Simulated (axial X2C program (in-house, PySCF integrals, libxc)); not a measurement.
# All-electron X2C curves of SnCl

What are the state, bond length, wavenumber and bond energy of SnCl, and what does spin–orbit coupling change?

Method: all-electron X2C, Sn dyall-cv3z, Cl dyall-av3z; program: an in-house X2C program for linear molecules on PySCF integrals.

All values are calculated.

## Step 1: Set-up

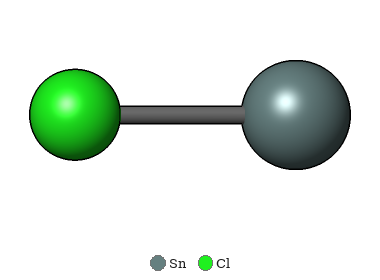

The two atoms at 2.390 Å (tin teal, chlorine green).

task.json

```json
{"zs": [50, 17], "q": 0, "bas": ["dyall-cv3z", "dyall-av3z"], "levels": ["PBE0", "HF", "B3LYP"], "cc": true, "r0": 2.39, "thr": -2.0, "nmax": 110, "npts": 10, "nst": 2, "ntry": 8}
```

Keys: zs atomic numbers; q charge; bas basis sets; levels methods (HF also brings MP2); cc coupled cluster on or off; r0 starting distance in Å; thr threshold in hartree for freezing inner shells (an s shell follows its p shell); nmax most natural virtual spinors; npts points asked for on the curve; nst determinants followed; ntry starts of the search.

Started as:

```sh
$ python so2c.py task.json out
```

Spin-free means the one-electron spin-free X2C Hamiltonian; two-component (2c) means X2C with spin–orbit coupling and atomic mean-field two-electron Coulomb and Gaunt terms. Basis: Sn dyall-cv3z contracted to [11s12p9d4f1g], Cl dyall-av3z contracted to [9s8p3d2f]; Gaussian nuclei, density fitting. Masses: Sn 119.902 u, Cl 34.969 u.

Notation: σ, π±, δ± give the projection m of an orbital's angular momentum (0, ±1, ±2), α and β its spin, Λ and M_S the sums; ω is the projection of a spinor's total angular momentum and Ω the sum. Logs are in hartree.

The results follow Hamiltonian by Hamiltonian and level by level.

## Step 2: State search with PBE0

Determinants are compared with PBE0 at 2.390 Å.

Spin-free determinants:

| ΔE (eV) | state | open shells |
| --- | --- | --- |
| 0.00 | M_S = 1/2, Λ = 1 | beyond closed shells: π+α |
| 2.37 | M_S = 1/2, Λ = 0 | beyond closed shells: σα |
| 3.34 | M_S = 3/2, Λ = 0 | beyond closed shells: σα, π+α, π-α |
| 4.11 | M_S = 1/2, Λ = 0 | beyond closed shells: σβ, π+α, π-α |
| 4.53 | M_S = 1/2, Λ = 2 | beyond closed shells: σα, π+α, π+β |
| 4.66 | M_S = 3/2, Λ = 1 | beyond closed shells: 2 × π+α, π+β, 2 × π-α |

Two-component determinants:

| ΔE (eV) | state | open shells |
| --- | --- | --- |
| 0.00 | Ω = 1/2 | excess of +ω over −ω: ω = 1/2 |
| 0.30 | Ω = 3/2 | excess of +ω over −ω: ω = 3/2 |
| 4.26 | Ω = 1/2 | excess of +ω over −ω: 2 × ω = -1/2, ω = 3/2 |
| 4.67 | Ω = 5/2 | excess of +ω over −ω: 2 × ω = 1/2, ω = 3/2 |
| 4.76 | Ω = 5/2 | excess of +ω over −ω: ω = -1/2, 2 × ω = 3/2 |
| 5.25 | Ω = 3/2 | excess of +ω over −ω: ω = 3/2 |
| 5.53 | Ω = 7/2 | excess of +ω over −ω: ω = 1/2, 2 × ω = 3/2 |

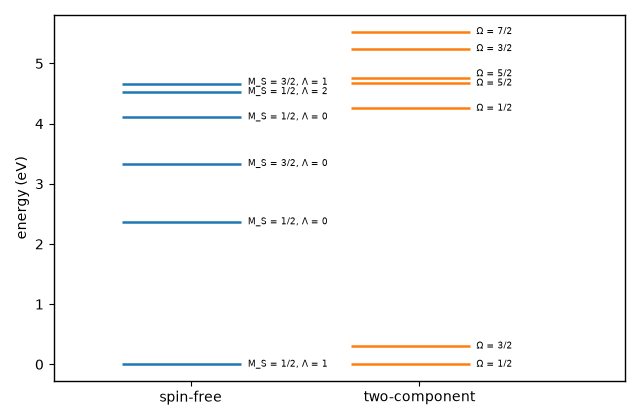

The determinants found, each set from its own lowest.

## Step 3: PBE0, spin-free

State followed: M_S = 1/2, Λ = 1 (beyond closed shells: π+α). The scan is laid around 2.385 Å, a first estimate of the minimum, and this SCF restarts from the orbitals of the search.

The SCF at the reference distance of 2.385 Å:

```text
spin-free X2C-1e  PBE0
basis functions 191  fitting functions 958  grid points 5080
iter        total energy     max residual
   1      -6637.768795913     2.38e-01
   2      -6637.792176920     1.31e-03
   3      -6637.792185491     3.50e-04
   4      -6637.792188290     1.47e-04
   5      -6637.792188571     2.58e-05
   6      -6637.792188586     6.66e-06
   7      -6637.792188587     1.59e-06
converged
one-electron -9505.50825796  Coulomb 2873.75650480  exact exchange -47.91156154  xc functional -146.72452557  nuclear repulsion 188.59565169
```

Along the bond, energies from the lowest point:

```
R (Å)  E (eV)  μ (D)  HOMO (eV)  LUMO (eV)  iterations
2.075  0.8263  -0.65      -4.51      -2.84          11
2.170  0.3285  -1.27      -4.67      -3.00          11
2.242  0.1231  -1.75      -4.79      -3.11          11
2.313  0.0222  -2.22      -4.91      -3.22          10
2.385  0.0000  -2.69      -5.02      -3.33           7
2.469  0.0471  -3.23      -5.16      -3.46          10
2.552  0.1500  -3.76      -5.29      -3.58          10
2.659  0.3369  -4.42      -5.45      -3.73          11
2.790  0.6128  -5.21      -5.64      -3.91          12
2.981  1.0506  -6.29      -5.89      -4.15          13
```

Dipoles are positive if Cl is the positive end.

Outer orbitals at the reference distance:

| symmetry | occupied | ε (eV) | atomic character |
| --- | --- | --- | --- |
| δ+α | yes | -29.18 | 100% Sn d |
| σα | yes | -29.18 | 99% Sn d |
| δ-α | yes | -29.13 | 100% Sn d |
| σβ | yes | -29.13 | 99% Sn d |
| π+α | yes | -29.10 | 100% Sn d |
| π-α | yes | -29.08 | 100% Sn d |
| π-β | yes | -29.02 | 100% Sn d |
| π+β | yes | -29.02 | 100% Sn d |
| δ+β | yes | -29.02 | 100% Sn d |
| δ-β | yes | -29.02 | 100% Sn d |
| σα | yes | -22.22 | 84% Cl s, 6% Sn p, 5% Sn d |
| σβ | yes | -22.16 | 84% Cl s, 6% Sn p, 5% Sn d |
| σα | yes | -13.07 | 57% Sn s, 34% Cl p, 5% Cl s |
| σβ | yes | -12.43 | 51% Sn s, 41% Cl p, 4% Cl s |
| π+α | yes | -9.11 | 89% Cl p, 7% Sn p, 2% Sn d |
| π-α | yes | -8.98 | 90% Cl p, 6% Sn p, 3% Sn d |
| σα | yes | -8.94 | 51% Cl p, 24% Sn p, 19% Sn s |
| π-β | yes | -8.93 | 91% Cl p, 4% Sn p, 3% Sn d |
| π+β | yes | -8.93 | 91% Cl p, 4% Sn p, 3% Sn d |
| σβ | yes | -8.63 | 44% Cl p, 26% Sn s, 24% Sn p |
| π+α | yes | -5.02 | 84% Sn p, 8% Cl p, 5% Cl d |
| π-α | no | -3.33 | 84% Sn p, 7% Cl p, 6% Cl d |
| π+β | no | -2.49 | 85% Sn p, 6% Cl d, 6% Cl p |
| π-β | no | -2.49 | 85% Sn p, 6% Cl d, 6% Cl p |
| σα | no | -0.98 | 61% Sn p, 14% Sn d, 10% Cl p |

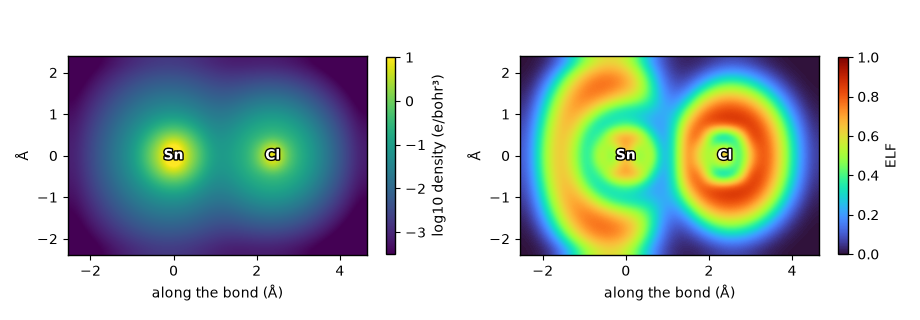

PBE0 fields in a plane through the axis, from a grid of 0.3 Å; Sn lies at z = 0 and Cl at z = 2.385 Å; the ELF is damped to zero where the density is low.

Re = 2.373 Å, ωe = 347 cm⁻¹, ωexe = 1.06 cm⁻¹, Be = 0.1106 cm⁻¹, De = 3.91 eV, μ = -2.61 D.

## Step 4: HF, spin-free

The SCF at the reference distance of 2.385 Å:

```text
spin-free X2C-1e  HF
basis functions 191  fitting functions 958  grid points 5080
iter        total energy     max residual
   1      -6634.802347635     1.96e-01
   2      -6634.829099371     6.00e-03
   3      -6634.829984399     1.51e-03
   4      -6634.830102270     9.34e-04
   5      -6634.830133888     3.32e-04
   6      -6634.830144593     1.61e-04
   7      -6634.830147396     1.12e-04
   8      -6634.830148664     5.37e-05
   9      -6634.830148848     2.80e-05
  10      -6634.830148887     9.04e-06
  11      -6634.830148892     2.79e-06
  12      -6634.830148892     6.97e-07
converged
one-electron -9504.30185057  Coulomb 2872.62340679  exact exchange -191.74735680  xc functional 0.00000000  nuclear repulsion 188.59565169
```

Re = 2.389 Å, ωe = 343 cm⁻¹, ωexe = 1.06 cm⁻¹, Be = 0.1091 cm⁻¹, De = 2.56 eV, μ = -2.98 D.

## Step 5: B3LYP, spin-free

Output at 2.385 Å:

```text
spin-free X2C-1e  B3LYP
basis functions 191  fitting functions 958  grid points 5080
iter        total energy     max residual
   1      -6638.377521510     6.42e-02
   2      -6638.379286390     2.13e-03
   3      -6638.379282343     9.20e-04
   4      -6638.379306620     4.29e-04
   5      -6638.379315044     1.08e-04
   6      -6638.379315444     3.13e-05
   7      -6638.379315475     8.00e-06
   8      -6638.379315477     4.86e-06
   9      -6638.379315478     5.21e-07
converged
one-electron -9505.48688774  Coulomb 2873.72517783  exact exchange -38.32478811  xc functional -156.88846915  nuclear repulsion 188.59565169
```

Re = 2.401 Å, ωe = 332 cm⁻¹, ωexe = 1.04 cm⁻¹, Be = 0.108 cm⁻¹, De = 3.87 eV, μ = -2.81 D.

## Step 6: Correlated methods, spin-free

Correlated methods: 21 electrons correlated (frozen shells, counted by type: Sn 4 s, 3 p, 1 d; Cl 2 s, 1 p), 257 virtual spinors in MP2, 110 natural virtuals in coupled cluster.

Output of the correlated part at 2.385 Å:

```text
correlated 21  virtual 257  natural virtual 110  E(MP2) -0.723978045  MP2 remainder -0.066744896
iter   CCSD correlation   residual
   1     -0.627474268   1.30e-01
   2     -0.640532587   4.27e-02
   3     -0.642391749   1.63e-02
   4     -0.642231386   5.75e-03
   5     -0.642257319   2.11e-03
   6     -0.642271344   6.83e-04
   7     -0.642268756   2.70e-04
   8     -0.642270952   8.52e-05
   9     -0.642269818   2.75e-05
  10     -0.642269758   8.29e-06
  11     -0.642269629   3.22e-06
  12     -0.642269619   1.12e-06
(T) -0.018361905  T1 0.0180  D1 0.0509  max T2 0.066
```

T1 in the output is the amplitude norm over the root of the electron number; divide by √2 for the Lee–Taylor value.

MP2: Re = 2.368 Å, ωe = 350 cm⁻¹, Be = 0.1111 cm⁻¹, De = 3.92 eV.

CCSD: Re = 2.377 Å, ωe = 348 cm⁻¹, ωexe = 1.04 cm⁻¹, Be = 0.1102 cm⁻¹, De = 3.80 eV. T1 at Re = 0.013 (Lee–Taylor, the printed value over √2).

CCSD(T): Re = 2.376 Å, ωe = 346 cm⁻¹, ωexe = 1.05 cm⁻¹, Be = 0.1103 cm⁻¹, De = 3.76 eV. T1 at Re = 0.013 (Lee–Taylor, the printed value over √2).

## Step 7: A higher determinant, spin-free

State: M_S = 1/2, Λ = 0 (beyond closed shells: σα).

Output at the reference distance:

```text
spin-free X2C-1e  PBE0
basis functions 191  fitting functions 958  grid points 5080
iter        total energy     max residual
   1      -6637.680649407     2.53e-01
   2      -6637.704801813     1.28e-03
   3      -6637.704810581     4.03e-04
   4      -6637.704815216     1.42e-04
   5      -6637.704815567     4.82e-05
   6      -6637.704815637     1.83e-05
   7      -6637.704815645     2.13e-06
   8      -6637.704815645     1.08e-06
converged
one-electron -9504.12415407  Coulomb 2872.44438247  exact exchange -47.90443066  xc functional -146.71626507  nuclear repulsion 188.59565169
```

```
R (Å)  E above the lowest PBE0 point (eV)
2.075                               3.807
2.170                               3.154
2.242                               2.808
2.313                               2.556
2.385                               2.378
2.469                               2.244
2.552                               2.172
2.659                               2.149
2.790                               2.195
```

No constants are quoted: too few points lie around the minimum for a second fit to confirm the first.

## Step 8: The spin-free curves together

Energy (eV) of the followed determinant, spin-free, from each level's lowest point:

```
R (Å)   PBE0     HF    MP2   CCSD  CCSD(T)  B3LYP
2.075  0.826  0.927  0.803    n/a      n/a  0.942
2.170  0.328  0.387  0.313  0.345    0.341  0.405
2.242  0.123  0.157  0.113  0.133    0.129  0.172
2.313  0.022  0.037  0.018  0.027    0.024  0.046
2.385  0.000  0.000  0.000  0.000    0.000  0.000
2.469  0.047  0.033  0.052  0.044    0.044  0.022
2.552  0.150  0.125  0.160  0.146    0.145  0.101
2.659  0.337  0.300  0.354  0.332    0.330  0.261
2.790  0.613  0.566  0.639    n/a      n/a  0.507
2.981  1.051  0.995  1.092    n/a      n/a  0.908
```

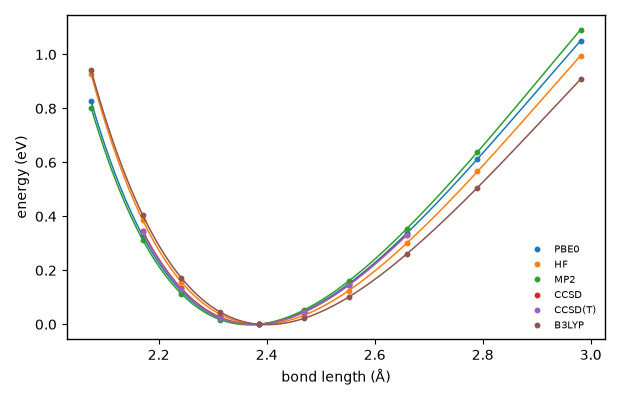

Curves of the followed state, spin-free, each from its own lowest point.

## Step 9: PBE0, 2c

State followed: Ω = 1/2 (excess of +ω over −ω: ω = 1/2). The scan is laid around 2.385 Å, a first estimate of the minimum, and this SCF restarts from the orbitals of the search.

The SCF at the reference distance of 2.385 Å:

```text
two-component X2C + atomic mean field  PBE0
basis functions 191  fitting functions 958  grid points 5080
iter        total energy     max residual
   1      -6635.100150918     2.39e-01
   2      -6635.123791709     1.31e-03
   3      -6635.123799933     3.54e-04
   4      -6635.123802914     1.50e-04
   5      -6635.123803260     3.26e-05
   6      -6635.123803287     1.02e-05
   7      -6635.123803290     1.67e-06
   8      -6635.123803290     7.07e-07
converged
one-electron -9498.02563305  Coulomb 2872.43621650  exact exchange -47.88582010  xc functional -146.64940866  nuclear repulsion 188.59565169  atomic mean-field constant -3.59480968
```

Along the bond, energies from the lowest point:

```
R (Å)  E (eV)  μ (D)  HOMO (eV)  LUMO (eV)  iterations
2.075  0.8401  -0.70      -4.62      -2.68          10
2.170  0.3379  -1.33      -4.79      -2.83          11
2.242  0.1293  -1.80      -4.91      -2.94          11
2.313  0.0253  -2.27      -5.03      -3.05          10
2.385  0.0000  -2.74      -5.15      -3.16           8
2.469  0.0436  -3.28      -5.28      -3.28          10
2.552  0.1429  -3.81      -5.41      -3.40          10
2.659  0.3253  -4.48      -5.58      -3.55          11
2.790  0.5958  -5.28      -5.77      -3.72          12
2.981  1.0258  -6.37      -6.02      -3.96          13
```

Dipoles are positive if Cl is the positive end.

Outer spinors at the reference distance:

| ω | occupied | ε (eV) | atomic character | λ mixture |
| --- | --- | --- | --- | --- |
| 3/2 | yes | -29.68 | 100% Sn d | 84% δ, 16% π |
| 1/2 | yes | -29.65 | 99% Sn d | 59% π, 41% σ |
| -1/2 | yes | -29.62 | 99% Sn d | 52% π, 48% σ |
| -3/2 | yes | -29.57 | 100% Sn d | 78% δ, 22% π |
| -5/2 | yes | -28.66 | 100% Sn d | 100% δ |
| 1/2 | yes | -28.65 | 99% Sn d | 59% σ, 41% π |
| -1/2 | yes | -28.64 | 99% Sn d | 52% σ, 48% π |
| -3/2 | yes | -28.60 | 100% Sn d | 78% π, 22% δ |
| 3/2 | yes | -28.57 | 100% Sn d | 84% π, 16% δ |
| 5/2 | yes | -28.55 | 100% Sn d | 100% δ |
| -1/2 | yes | -22.19 | 84% Cl s, 6% Sn p, 5% Sn d | 100% σ |
| 1/2 | yes | -22.13 | 84% Cl s, 6% Sn p, 5% Sn d | 100% σ |
| -1/2 | yes | -13.03 | 57% Sn s, 34% Cl p, 4% Cl s | 100% σ |
| 1/2 | yes | -12.39 | 50% Sn s, 41% Cl p, 4% Cl s | 100% σ |
| 1/2 | yes | -9.12 | 89% Cl p, 7% Sn p, 2% Sn d | 100% π |
| -1/2 | yes | -8.95 | 81% Cl p, 9% Sn p, 5% Sn s | 73% π, 27% σ |
| -3/2 | yes | -8.91 | 90% Cl p, 6% Sn p, 3% Sn d | 100% π |
| -1/2 | yes | -8.89 | 61% Cl p, 20% Sn p, 14% Sn s | 73% σ, 27% π |
| 3/2 | yes | -8.85 | 91% Cl p, 4% Sn p, 3% Sn d | 100% π |
| 1/2 | yes | -8.60 | 44% Cl p, 27% Sn s, 24% Sn p | 100% σ |
| 1/2 | yes | -5.15 | 83% Sn p, 8% Cl p, 5% Cl d | 100% π |
| -3/2 | no | -3.16 | 85% Sn p, 7% Cl p, 6% Cl d | 100% π |
| -1/2 | no | -2.60 | 85% Sn p, 6% Cl p, 6% Cl d | 99% π, 1% σ |
| 3/2 | no | -2.32 | 85% Sn p, 6% Cl d, 6% Cl p | 100% π |
| -1/2 | no | -0.94 | 61% Sn p, 14% Sn d, 10% Cl p | 99% σ, 1% π |

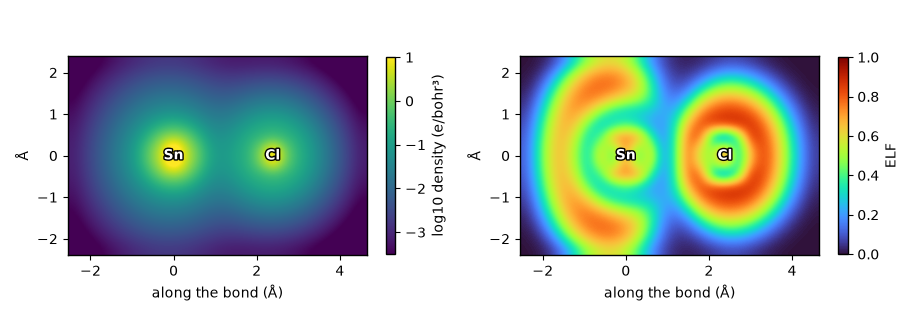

PBE0 fields in a plane through the axis, from a grid of 0.3 Å; Sn lies at z = 0 and Cl at z = 2.385 Å; the ELF is damped to zero where the density is low.

Re = 2.377 Å, ωe = 344 cm⁻¹, ωexe = 1.06 cm⁻¹, Be = 0.1102 cm⁻¹, De = 4.01 eV, μ = -2.69 D.

## Step 10: HF, 2c

The SCF at the reference distance of 2.385 Å:

```text
two-component X2C + atomic mean field  HF
basis functions 191  fitting functions 958  grid points 5080
iter        total energy     max residual
   1      -6632.131854916     1.99e-01
   2      -6632.158530332     5.98e-03
   3      -6632.159410846     1.50e-03
   4      -6632.159528086     9.32e-04
   5      -6632.159559683     3.37e-04
   6      -6632.159570580     1.63e-04
   7      -6632.159573505     1.13e-04
   8      -6632.159574814     5.38e-05
   9      -6632.159574989     2.76e-05
  10      -6632.159575026     8.89e-06
  11      -6632.159575031     2.69e-06
  12      -6632.159575032     9.08e-07
converged
one-electron -9496.82260678  Coulomb 2871.30613793  exact exchange -191.64394820  xc functional 0.00000000  nuclear repulsion 188.59565169  atomic mean-field constant -3.59480968
```

Re = 2.393 Å, ωe = 341 cm⁻¹, ωexe = 1.07 cm⁻¹, Be = 0.1087 cm⁻¹, De = 2.57 eV, μ = -3.06 D.

## Step 11: B3LYP, 2c

Output at 2.385 Å:

```text
two-component X2C + atomic mean field  B3LYP
basis functions 191  fitting functions 958  grid points 5080
iter        total energy     max residual
   1      -6635.709512146     6.42e-02
   2      -6635.711274248     2.17e-03
   3      -6635.711270817     9.11e-04
   4      -6635.711294681     4.31e-04
   5      -6635.711302963     1.04e-04
   6      -6635.711303336     3.23e-05
   7      -6635.711303370     7.98e-06
   8      -6635.711303372     4.71e-06
   9      -6635.711303372     5.21e-07
converged
one-electron -9498.00636412  Coulomb 2872.40707323  exact exchange -38.30421718  xc functional -156.80863733  nuclear repulsion 188.59565169  atomic mean-field constant -3.59480968
```

Re = 2.405 Å, ωe = 329 cm⁻¹, ωexe = 1.05 cm⁻¹, Be = 0.1077 cm⁻¹, De = 3.91 eV, μ = -2.89 D.

## Step 12: MP2 and beyond, 2c

Correlated methods: 21 electrons correlated (frozen shells, counted by type: Sn 4 s, 3 p, 1 d; Cl 2 s, 1 p), 257 virtual spinors in MP2, 110 natural virtuals in coupled cluster.

Output of the correlated part at 2.385 Å:

```text
correlated 21  virtual 257  natural virtual 110  E(MP2) -0.723869450  MP2 remainder -0.066688231
iter   CCSD correlation   residual
   1     -0.627434045   1.29e-01
   2     -0.640449573   4.20e-02
   3     -0.642255114   1.59e-02
   4     -0.642100060   5.59e-03
   5     -0.642126667   2.07e-03
   6     -0.642140473   6.75e-04
   7     -0.642137941   2.64e-04
   8     -0.642140150   8.45e-05
   9     -0.642138902   2.94e-05
  10     -0.642138891   1.05e-05
(T) -0.018283791  T1 0.0178  D1 0.0510  max T2 0.065
```

MP2: Re = 2.371 Å, ωe = 347 cm⁻¹, Be = 0.1107 cm⁻¹, De = 4.01 eV.

CCSD: Re = 2.380 Å, ωe = 346 cm⁻¹, ωexe = 1.13 cm⁻¹, Be = 0.1099 cm⁻¹, De = 3.76 eV. T1 at Re = 0.013 (Lee–Taylor, the printed value over √2).

CCSD(T): Re = 2.379 Å, ωe = 344 cm⁻¹, ωexe = 1.14 cm⁻¹, Be = 0.11 cm⁻¹, De = 3.64 eV. T1 at Re = 0.013 (Lee–Taylor, the printed value over √2).

## Step 13: A higher determinant, 2c

State: Ω = 3/2 (excess of +ω over −ω: ω = 3/2).

Output at the reference distance:

```text
two-component X2C + atomic mean field  PBE0
basis functions 191  fitting functions 958  grid points 5080
iter        total energy     max residual
   1      -6635.089035647     2.39e-01
   2      -6635.112680762     1.31e-03
   3      -6635.112688990     3.63e-04
   4      -6635.112692063     1.52e-04
   5      -6635.112692412     3.37e-05
   6      -6635.112692442     1.09e-05
   7      -6635.112692445     1.76e-06
   8      -6635.112692445     7.22e-07
converged
one-electron -9497.71136911  Coulomb 2872.12575329  exact exchange -47.88400379  xc functional -146.64391485  nuclear repulsion 188.59565169  atomic mean-field constant -3.59480968
```

```
R (Å)  E above the lowest PBE0 point (eV)
2.075                               1.122
2.170                               0.627
2.242                               0.423
2.313                               0.323
2.385                               0.302
2.469                               0.351
2.552                               0.455
2.659                               0.644
2.790                               0.921
```

Re = 2.371 Å, ωe = 348 cm⁻¹, ωexe = 1.06 cm⁻¹, Be = 0.1107 cm⁻¹, μ = -2.53 D. Te = 0.30 eV. As a difference of two determinants it need not be a gap between pure terms.

## Step 14: The 2c curves together

Energy (eV) of the followed determinant, 2c, from each level's lowest point:

```
R (Å)   PBE0     HF    MP2   CCSD  CCSD(T)  B3LYP
2.075  0.840  0.941  0.817    n/a      n/a  0.957
2.170  0.338  0.396  0.323  0.355    0.351  0.415
2.242  0.129  0.164  0.120  0.139    0.136  0.179
2.313  0.025  0.041  0.021  0.030    0.027  0.049
2.385  0.000  0.000  0.000  0.000    0.000  0.000
2.469  0.044  0.029  0.049  0.041    0.041  0.018
2.552  0.143  0.117  0.153  0.140    0.138  0.094
2.659  0.325  0.288  0.342  0.322    0.319  0.248
2.790  0.596  0.548  0.622    n/a      n/a  0.489
2.981  1.026  0.967  1.067    n/a      n/a  0.881
```

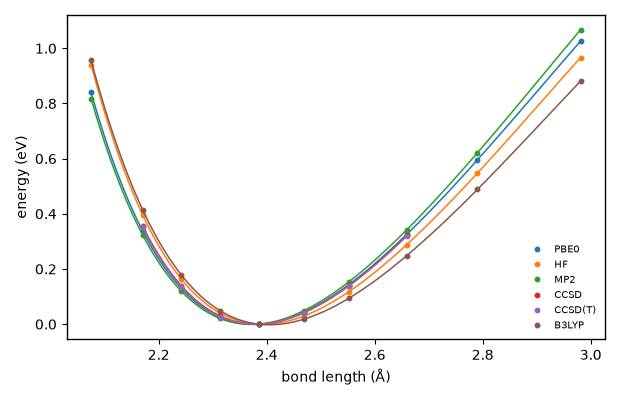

Curves of the followed state, 2c, each from its own lowest point.

Time for the job: 3.8 min (1 thread of AMD EPYC 9R45 (Zen 5), shared host); peak memory 2 GiB.

## Step 15: Results

Lowest determinant that the search found at its distance, spin-free: M_S = 1/2, Λ = 1 (beyond closed shells: π+α).

Lowest determinant that the search found at its distance, 2c: Ω = 1/2 (excess of +ω over −ω: ω = 1/2).

```
Hamiltonian    level  Re (Å)  ωe (cm⁻¹)  De (eV)  μ (D)
  spin-free     PBE0   2.373        347     3.91  -2.61
  spin-free       HF   2.389        343     2.56  -2.98
  spin-free      MP2   2.368        350     3.92    n/a
  spin-free     CCSD   2.377        348     3.80    n/a
  spin-free  CCSD(T)   2.376        346     3.76    n/a
  spin-free    B3LYP   2.401        332     3.87  -2.81
         2c     PBE0   2.377        344     4.01  -2.69
         2c       HF   2.393        341     2.57  -3.06
         2c      MP2   2.371        347     4.01    n/a
         2c     CCSD   2.380        346     3.76    n/a
         2c  CCSD(T)   2.379        344     3.64    n/a
         2c    B3LYP   2.405        329     3.91  -2.89
```

Dipoles are positive if Cl is the positive end.

Time per point (s) on 1 thread of AMD EPYC 9R45 (Zen 5), shared host (2c runs; CCSD comes with the CCSD(T) run); the times are rough: PBE0 0.36, HF 0.29, MP2 0.58, CCSD(T) 12, B3LYP 0.36.

**Reading.** At CCSD(T), going from spin-free to two-component changes Re by +3 mÅ, ωe by -0.6 %, which is small (part of it comes from the scalar share of the two-electron terms). De moves by -0.12 eV; both De rest on single-determinant atoms, which can miss part of an open shell's spin–orbit lowering.

De refers to Sn + Cl, each in the lowest determinant found, which need not be this curve's own limit. The state is a single determinant with fixed occupations, the lowest that a limited PBE0 search found. Dissociation energies refer to the lowest single-determinant-based atoms at the same level and basis. Density functionals use the spin component along the axis (collinear). Coupled cluster ran in a truncated set of natural virtual spinors; the MP2 energy of the rest was added.
